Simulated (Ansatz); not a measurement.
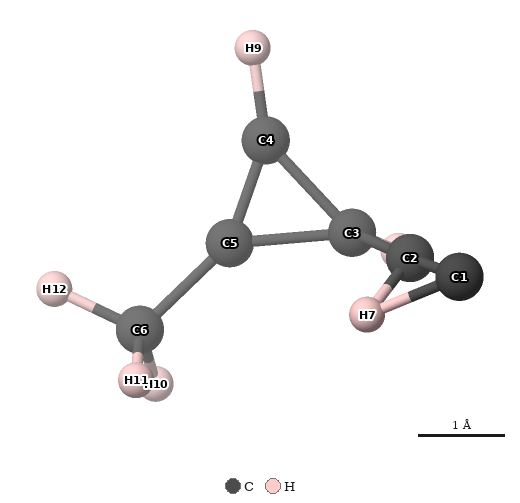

The starting structure (ball-and-stick view, seen at a tilt; atoms are numbered from 1 in the order of the input). Bond lengths as drawn: C–C 1.14 to 1.50 Å and C–H 1.08 to 1.19 Å.

## Geometry relaxation, with input and output: C₆H₆ (part 1 of 2)

C₆H₆, computed with RKS revPBE-D4/6-31G* (Ansatz 0.2.0).

It belongs to a series of runs on one base structure; here: end point B relaxed. Figures and captions count atoms from 1; the log counts them from 0 in places.

**Log**
```
The last accepted step is kept in [file] (removed where the run ends without a failure and the disk answers)
Engine: ansatz 0.2.0, aarch64-unknown-linux-gnu
Functional definition: revPBE
  parameter kappa = 1.245
  parameter beta = 0.06672455060314922
  exchange = pbe_x(kappa = kappa, mu = beta*pi^2/3)
  correlation = pbe_c(beta = beta)
1242 factors; their error is unknown
mean field evaluation 1: about -6300.2878 eV, gradient 6.2e1 eV
mean field evaluation 2: about -6297.5080 eV, gradient 7.0e1 eV
mean field evaluation 4: about -6310.0780 eV, gradient 6.9e0 eV
mean field evaluation 8: about -6310.1856 eV, gradient 2.2e-1 eV
mean field evaluation 16: about -6310.0959 eV, gradient 5.4e-4 eV
mean field -6310.09591916 eV, -231.8917478926 hartree, gradient 1.2e-5 eV, S^2 0.000000; 0 other end points of the search recorded, 0 dependent functions left out
the calculation of the forces begins
reference -6310.09595046 eV, -231.8917490428 hartree; 21, 21 occupied and 81, 81 virtual orbitals, 1242 factors
relax step   1: F+E_penalty+E_count = -6310.90817020 eV  Δ(F+E_penalty+E_count) = +0.000e0 eV  max|allowed force component| = 1.523e1 eV/Å  Δτ_max = 0.0000 Å  (30 SCF iters, accepted)
these checks for a lower state are left out or cut short: starts, cluster_reference, orbital_swaps, neighbouring_geometries, increment
1242 factors; their error is unknown
mean field -6311.59936238 eV, -231.9469984116 hartree, gradient 1.9e-5 eV, S^2 0.000000; 0 other end points of the search recorded, 0 dependent functions left out
[... from here on the field's lines of each further geometry are left out, up to the last ...]
relax step   2: F+E_penalty+E_count = -6312.38838562 eV  Δ(F+E_penalty+E_count) = -1.480e0 eV  max|allowed force component| = 2.060e0 eV/Å  Δτ_max = 0.1203 Å  (30 SCF iters, accepted)
relax step   3: F+E_penalty+E_count = -6312.56977340 eV  Δ(F+E_penalty+E_count) = -1.814e-1 eV  max|allowed force component| = 5.512e-1 eV/Å  Δτ_max = 0.0611 Å  (32 SCF iters, accepted)
relax step   4: F+E_penalty+E_count = -6312.57274381 eV  Δ(F+E_penalty+E_count) = -2.970e-3 eV  max|allowed force component| = 8.742e-1 eV/Å  Δτ_max = 0.1197 Å  (31 SCF iters, accepted)
relax step   5: F+E_penalty+E_count = -6312.61371019 eV  Δ(F+E_penalty+E_count) = -4.097e-2 eV  max|allowed force component| = 3.258e-1 eV/Å  Δτ_max = 0.0519 Å  (31 SCF iters, accepted)
relax step   6: F+E_penalty+E_count = -6312.67907024 eV  Δ(F+E_penalty+E_count) = -6.536e-2 eV  max|allowed force component| = 6.254e-1 eV/Å  Δτ_max = 0.1998 Å  (31 SCF iters, accepted)
relax step   7: F+E_penalty+E_count = -6312.73765077 eV  Δ(F+E_penalty+E_count) = -5.858e-2 eV  max|allowed force component| = 1.181e0 eV/Å  Δτ_max = 0.1942 Å  (31 SCF iters, accepted)
relax step   8: F+E_penalty+E_count = -6312.87298115 eV  Δ(F+E_penalty+E_count) = -1.353e-1 eV  max|allowed force component| = 1.942e0 eV/Å  Δτ_max = 0.1981 Å  (31 SCF iters, accepted)
relax step   9: F+E_penalty+E_count = -6313.21810947 eV  Δ(F+E_penalty+E_count) = -3.451e-1 eV  max|allowed force component| = 2.212e0 eV/Å  Δτ_max = 0.1999 Å  (32 SCF iters, accepted)
relax step  10: F+E_penalty+E_count = -6313.68151812 eV  Δ(F+E_penalty+E_count) = -4.634e-1 eV  max|allowed force component| = 2.217e0 eV/Å  Δτ_max = 0.1993 Å  (32 SCF iters, accepted)
relax step  11: F+E_penalty+E_count = -6314.00823266 eV  Δ(F+E_penalty+E_count) = -3.267e-1 eV  max|allowed force component| = 1.484e0 eV/Å  Δτ_max = 0.1950 Å  (32 SCF iters, accepted)
relax step  12: F+E_penalty+E_count = -6314.29444525 eV  Δ(F+E_penalty+E_count) = -2.862e-1 eV  max|allowed force component| = 8.505e-1 eV/Å  Δτ_max = 0.1948 Å  (32 SCF iters, accepted)
relax step  13: F+E_penalty+E_count = -6314.42218135 eV  Δ(F+E_penalty+E_count) = -1.277e-1 eV  max|allowed force component| = 1.395e0 eV/Å  Δτ_max = 0.2000 Å  (31 SCF iters, accepted)
relax step  14: F+E_penalty+E_count = -6314.44715071 eV  Δ(F+E_penalty+E_count) = -2.497e-2 eV  max|allowed force component| = 3.110e0 eV/Å  Δτ_max = 0.1948 Å  (31 SCF iters, accepted)
relax step  15: F+E_penalty+E_count = -6314.52929152 eV  Δ(F+E_penalty+E_count) = -8.214e-2 eV  max|allowed force component| = 2.936e-1 eV/Å  Δτ_max = 0.1997 Å  (31 SCF iters, accepted)
relax step  16: F+E_penalty+E_count = -6314.53236393 eV  Δ(F+E_penalty+E_count) = -3.072e-3 eV  max|allowed force component| = 4.682e-1 eV/Å  Δτ_max = 0.0894 Å  (30 SCF iters, accepted)
relax step  17: F+E_penalty+E_count = -6314.53208169 eV  Δ(F+E_penalty+E_count) = +2.822e-4 eV  max|allowed force component| = 3.238e-1 eV/Å  Δτ_max = 0.1890 Å  (29 SCF iters, rejected (line search))
relax step  18: F+E_penalty+E_count = -6314.53431671 eV  Δ(F+E_penalty+E_count) = -1.953e-3 eV  max|allowed force component| = 1.877e-1 eV/Å  Δτ_max = 0.0945 Å  (31 SCF iters, accepted)
relax step  19: F+E_penalty+E_count = -6314.54358365 eV  Δ(F+E_penalty+E_count) = -9.267e-3 eV  max|allowed force component| = 1.243e-1 eV/Å  Δτ_max = 0.0637 Å  (31 SCF iters, accepted)
relax step  20: F+E_penalty+E_count = -6314.54379901 eV  Δ(F+E_penalty+E_count) = -2.154e-4 eV  max|allowed force component| = 9.579e-2 eV/Å  Δτ_max = 0.0309 Å  (31 SCF iters, accepted)
relax step  21: F+E_penalty+E_count = -6314.54461308 eV  Δ(F+E_penalty+E_count) = -8.141e-4 eV  max|allowed force component| = 4.021e-2 eV/Å  Δτ_max = 0.0123 Å  (32 SCF iters, accepted)
relax step  22: F+E_penalty+E_count = -6314.54475914 eV  Δ(F+E_penalty+E_count) = -1.461e-4 eV  max|allowed force component| = 2.397e-2 eV/Å  Δτ_max = 0.0135 Å  (33 SCF iters, accepted)
the calculation of the forces begins
reference -6313.77331495 eV, -232.0268896953 hartree; 21, 21 occupied and 81, 81 virtual orbitals, 1242 factors
relax step  23: F+E_penalty+E_count = -6314.54481083 eV  Δ(F+E_penalty+E_count) = -5.169e-5 eV  max|allowed force component| = 1.448e-2 eV/Å  Δτ_max = 0.0075 Å  (34 SCF iters, accepted)
1242 factors; their error is unknown
mean field evaluation 192: about -6313.7733 eV, gradient 5.7e-2 eV
```

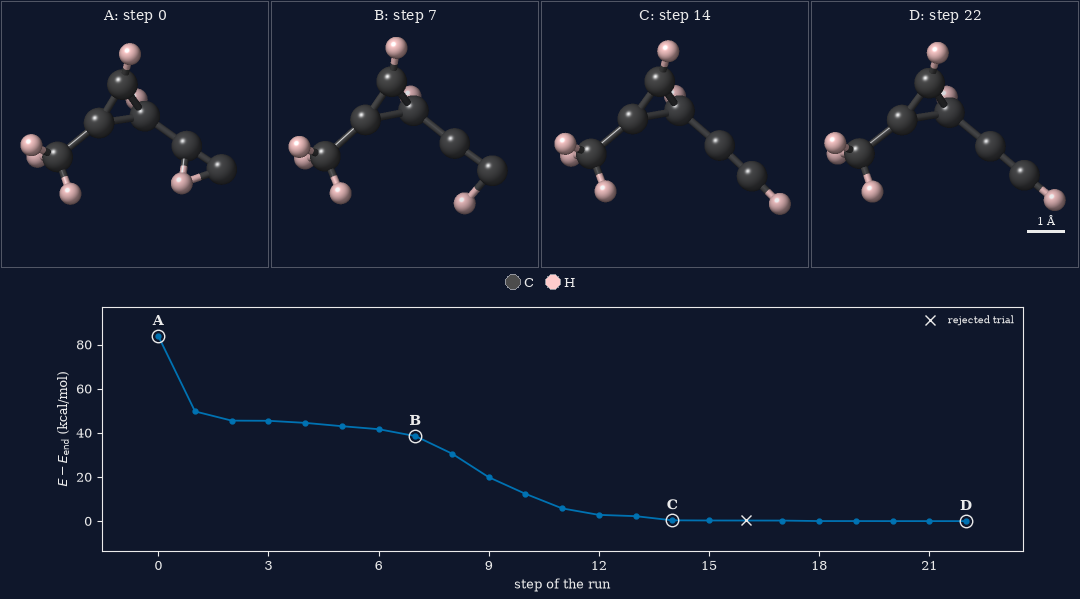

Frames of the relaxation (ball-and-stick view, seen at a tilt) above the curves, on which the letters mark them (the first geometry is step 0 here and step 1 in the log).

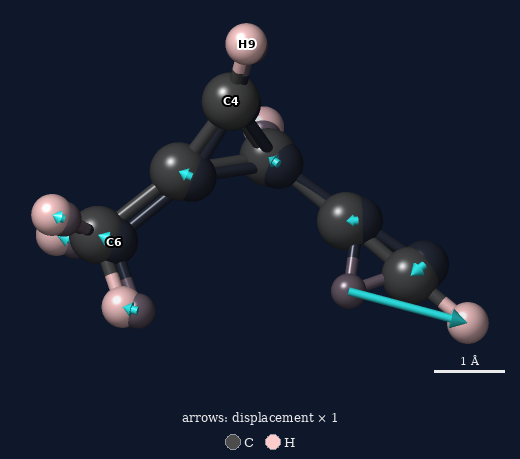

Start (faint) and end (solid) with the displacements as teal arrows, at true length (ball-and-stick view, seen at a tilt). The two geometries are laid on each other by the best rigid fit. Over 22 geometry steps the energy falls by 83.9 kcal/mol. Largest force component: 15 eV/Å at the start, 0.014 eV/Å at the end. The line search rejected the trial step at point 16 (counted from 0) and went back. The atom that moves furthest after the best rigid fit is H7 (1.77 Å). Largest moves by element: H 1.77 Å, C 0.27 Å. Among the contacts that change: C2–H7 1.090 → 2.297 Å, C1–H7 1.192 → 1.074 Å, C1–C2 1.142 → 1.223 Å, C3–C5 1.452 → 1.531 Å. Bonds break: C2–H7 (1.09 → 2.30 Å). Among the angles that change: C2–C1–H7 55.6° → 178.8°, C4–C3–H8 108.6° → 118.7°, C2–C3–C4 128.3° → 121.0°. (Atoms are counted from 1 in the order of the input.)

```
mean field -6313.77328294 eV, -232.0268885187 hartree, gradient 2.2e-5 eV, S^2 0.000000; 1 other end points of the search recorded, 0 dependent functions left out
the calculation of the forces begins
reference -6313.77331495 eV, -232.0268896953 hartree; 21, 21 occupied and 81, 81 virtual orbitals, 1242 factors
Total energy: -6314.54484285 eV, -232.0552428224 hartree
Atom 0 at    -2.466197    -0.185297    -1.028425 Å, force     0.006105    -0.014389     0.002020 eV/Å
Atom 1 at    -1.316210    -0.507470    -0.764000 Å, force    -0.001759     0.014483     0.004725 eV/Å
Atom 2 at     0.056779    -0.867672    -0.456021 Å, force    -0.000465    -0.006974    -0.005279 eV/Å
Atom 3 at     0.497840    -1.123950     0.980300 Å, force    -0.002955    -0.007088     0.008497 eV/Å
Atom 4 at     0.892248     0.015006     0.475132 Å, force     0.001572     0.006676    -0.004422 eV/Å
Atom 5 at     1.544645     1.341715     0.535368 Å, force     0.000666     0.002185     0.002987 eV/Å
Atom 6 at    -3.483322     0.082505    -1.244748 Å, force    -0.001854     0.004850    -0.002746 eV/Å
Atom 7 at     0.569264    -1.405961    -1.272156 Å, force    -0.001366     0.000276     0.000045 eV/Å
Atom 8 at     0.414034    -1.820080     1.812669 Å, force     0.001017     0.003066    -0.004354 eV/Å
Atom 9 at     2.332532     1.425488    -0.235726 Å, force    -0.001890     0.000673     0.002178 eV/Å
Atom 10 at     0.803044     2.134403     0.326098 Å, force     0.003429    -0.003932     0.001558 eV/Å
Atom 11 at     1.995252     1.528552     1.524849 Å, force    -0.002501     0.000173    -0.005210 eV/Å
Dipole moment:     0.254408     0.142439     0.166047 e Å
```

**Trajectory as extended XYZ (Å, eV, eV/Å), 23 frames, from step=1 to step=23**
```
12
Properties=species:S:1:pos:R:3:forces:R:3 step=1 energy=-6310.90817
C    -2.5768   -0.4934   -1.0188  -15.2315   0.9901  -3.9110
C    -1.4752   -0.6296   -0.7512   13.7250  -4.2567   3.1564
C    -0.1235   -0.8386   -0.4313    2.4861  -2.2629  -1.9291
C     0.4802   -1.1212    0.9099   -0.8540  -2.0425   2.2648
C     0.7090    0.0178    0.3940    1.0924   2.8415   0.7144
C     1.3053    1.3499    0.4012    0.3994   0.0714   1.3934
H    -1.8597    0.3855   -0.6525   -0.8425   3.9105   0.5030
H     0.5106   -1.3140   -1.2126   -0.9194  -0.0297  -0.5897
H     0.4545   -1.8148    1.7512    0.1649   0.0394  -0.1728
H     2.0291    1.4281   -0.3912    0.5194   0.3023  -0.8844
H     0.5347    2.1104    0.2964   -0.2716   0.4872  -0.2279
H     1.8517    1.5371    1.3582   -0.2684  -0.0506  -0.3171
12
Properties=species:S:1:pos:R:3:forces:R:3 step=2 energy=-6312.38839
C    -2.6951   -0.5093   -1.0335   -1.8951  -0.4181  -0.5540
C    -1.4733   -0.6594   -0.7532    1.3509  -1.2572   0.3468
C    -0.0805   -0.8741   -0.4509    1.2324  -1.1466  -0.8702
C     0.4832   -1.1352    0.9395   -0.4767  -0.3392   0.5246
C     0.7374    0.0241    0.4158    0.3915   0.8801   0.4585
C     1.3405    1.3703    0.4273    0.1383   0.0518   0.4865
H    -1.9269    0.4066   -0.6793   -0.3594   2.0603   0.2354
H     0.4904   -1.3526   -1.2761   -0.4298   0.0303  -0.0910
H     0.4612   -1.8331    1.7727    0.1080  -0.0267  -0.0512
H     2.0772    1.4660   -0.3796    0.1245   0.0829  -0.2579
H     0.5704    2.1424    0.2824   -0.0855   0.1285  -0.0922
H     1.8555    1.5716    1.3881   -0.0991  -0.0462  -0.1355
12
Properties=species:S:1:pos:R:3:forces:R:3 step=3 energy=-6312.56977
C    -2.7186   -0.5260   -1.0144   -0.0640  -0.1037  -0.0185
C    -1.4693   -0.6685   -0.7480    0.1392  -0.2490   0.1090
C    -0.0506   -0.9012   -0.4709    0.3356  -0.4482  -0.1373
C     0.4779   -1.1396    0.9477   -0.2356   0.1299  -0.1025
C     0.7491    0.0260    0.4238    0.1462   0.1079   0.1785
C     1.3495    1.3801    0.4411   -0.0282   0.0392  -0.0180
H    -1.9532    0.4600   -0.6930   -0.2652   0.5512  -0.0218
H     0.4751   -1.3937   -1.3095   -0.0796   0.0383   0.0008
H     0.4666   -1.8445    1.7744    0.0600  -0.0234  -0.0106
H     2.0976    1.4829   -0.3673   -0.0193  -0.0100   0.0144
H     0.5769    2.1517    0.2631    0.0113  -0.0225   0.0031
H     1.8389    1.5900    1.4062   -0.0004  -0.0098   0.0030
12
Properties=species:S:1:pos:R:3:forces:R:3 step=4 energy=-6312.57274
C    -2.7119   -0.5487   -0.9834    0.5230   0.2575   0.1942
C    -1.4562   -0.6725   -0.7180   -0.3935  -0.2127  -0.2333
C    -0.0380   -0.9334   -0.4596   -0.3111   0.6367  -0.5494
C     0.4214   -1.1212    0.9366    0.7522  -0.2045   0.8742
C     0.7609    0.0403    0.4504   -0.2989  -0.3304  -0.2200
C     1.3639    1.3877    0.4525   -0.0471   0.0100  -0.0756
H    -2.0414    0.5060   -0.7595   -0.2434  -0.0668  -0.1301
H     0.4781   -1.4114   -1.3046    0.0998  -0.0670  -0.0674
H     0.5088   -1.8660    1.7201   -0.1199  -0.0618   0.1509
H     2.1222    1.4701   -0.3476    0.0005   0.0108   0.0070
H     0.5919    2.1522    0.2470    0.0240   0.0227   0.0108
H     1.8401    1.6142    1.4194    0.0144   0.0057   0.0386
12
Properties=species:S:1:pos:R:3:forces:R:3 step=5 energy=-6312.61371
C    -2.7144   -0.5224   -0.9753    0.3258   0.2411   0.1195
C    -1.4615   -0.6637   -0.7179   -0.0108  -0.2078   0.0072
C    -0.0394   -0.9280   -0.4596   -0.1299   0.2050  -0.2250
C     0.4664   -1.1437    0.9495    0.2196  -0.0657   0.3196
C     0.7632    0.0229    0.4443   -0.1264  -0.1783  -0.0635
C     1.3480    1.3813    0.4478    0.0159  -0.0094   0.0218
H    -2.0074    0.5216   -0.7952   -0.2575  -0.0610  -0.1168
H     0.4719   -1.4067   -1.3129    0.0237   0.0054   0.0391
H     0.5145   -1.8712    1.7609   -0.0501   0.0712  -0.0886
H     2.0958    1.4802   -0.3598    0.0100   0.0035  -0.0037
H     0.5684    2.1417    0.2593   -0.0123  -0.0033   0.0072
H     1.8345    1.6051    1.4122   -0.0079  -0.0009  -0.0169
12
Properties=species:S:1:pos:R:3:forces:R:3 step=6 energy=-6312.67907
C    -2.7070   -0.4886   -0.8960    0.6254   0.6040   0.0425
C    -1.4547   -0.6716   -0.6788    0.1415  -0.2279   0.1005
C    -0.0327   -0.9327   -0.4500   -0.3051   0.0253  -0.1543
C     0.4968   -1.1608    0.9620    0.1356   0.0054   0.0847
C     0.7773    0.0062    0.4555   -0.0650  -0.0112   0.0227
C     1.3420    1.3729    0.4555    0.0558   0.0075  -0.0011
H    -2.0586    0.5653   -0.9834   -0.5938  -0.3332  -0.0864
H     0.4687   -1.3972   -1.3152    0.0950  -0.0438   0.0531
H     0.5449   -1.8871    1.7712   -0.0394  -0.0005  -0.0691
H     2.0722    1.4913   -0.3669   -0.0198  -0.0089   0.0151
H     0.5448    2.1202    0.2891   -0.0123  -0.0067   0.0074
H     1.8460    1.5995    1.4103   -0.0180  -0.0100  -0.0150
12
Properties=species:S:1:pos:R:3:forces:R:3 step=7 energy=-6312.73765
C    -2.7053   -0.4605   -0.8216    1.1806   1.1802  -0.2809
C    -1.4483   -0.6549   -0.6401    0.1930  -0.4685   0.1019
C    -0.0266   -0.9422   -0.4406   -0.5340   0.1850  -0.1623
C     0.5097   -1.1707    0.9632    0.3104   0.0091   0.2606
C     0.7928    0.0026    0.4721   -0.1479  -0.1850  -0.0795
C     1.3439    1.3741    0.4677    0.0311  -0.0141  -0.0343
H    -2.1319    0.5870   -1.1620   -0.9951  -0.7806   0.1829
H     0.4640   -1.4193   -1.3075    0.0661   0.0313   0.0935
H     0.5880   -1.9153    1.7576   -0.1013   0.0796  -0.1304
H     2.0636    1.4997   -0.3630   -0.0115  -0.0065   0.0299
H     0.5367    2.1137    0.3096    0.0002  -0.0373   0.0151
H     1.8533    1.6030    1.4180    0.0085   0.0069   0.0036
12
Properties=species:S:1:pos:R:3:forces:R:3 step=8 energy=-6312.87298
C    -2.6773   -0.4233   -0.7815    1.5506   1.9419  -0.8956
C    -1.4278   -0.6419   -0.6087    0.2408  -0.6772   0.1013
C    -0.0191   -0.9579   -0.4242   -0.6242   0.3087  -0.2062
C     0.5220   -1.1783    0.9674    0.4994  -0.1225   0.5384
C     0.8101   -0.0030    0.4901   -0.1756  -0.2040  -0.1801
C     1.3481    1.3717    0.4765   -0.0037  -0.0171  -0.0234
H    -2.2635    0.6192   -1.3064   -1.4173  -1.3362   0.6622
H     0.4711   -1.4405   -1.2872    0.0341   0.0305   0.0490
H     0.6277   -1.9394    1.7427   -0.1437   0.0904  -0.0822
H     2.0575    1.5023   -0.3610    0.0090   0.0005   0.0098
H     0.5285    2.0986    0.3243    0.0088  -0.0257   0.0108
H     1.8627    1.6096    1.4214    0.0217   0.0109   0.0161
12
Properties=species:S:1:pos:R:3:forces:R:3 step=9 energy=-6313.21811
C    -2.6361   -0.4134   -0.8454    1.8680   2.2125  -0.8431
C    -1.3986   -0.6261   -0.6150   -0.2290  -0.7919   0.1087
C    -0.0099   -0.9649   -0.4028   -0.4265   0.1999  -0.2546
C     0.5420   -1.1810    0.9844    0.4065  -0.1792   0.6091
C     0.8280   -0.0073    0.5043   -0.1470  -0.2006  -0.1824
C     1.3623    1.3678    0.4814    0.0057  -0.0085   0.0164
H    -2.4555    0.6499   -1.3528   -1.4208  -1.4259   0.6053
H     0.4851   -1.4600   -1.2561    0.0307   0.0538   0.0097
H     0.6396   -1.9451    1.7586   -0.1192   0.1256  -0.0714
H     2.0442    1.5069   -0.3766    0.0053   0.0027  -0.0023
H     0.5324    2.0888    0.3618    0.0212  -0.0015   0.0016
H     1.9064    1.6016    1.4115    0.0052   0.0129   0.0031
```
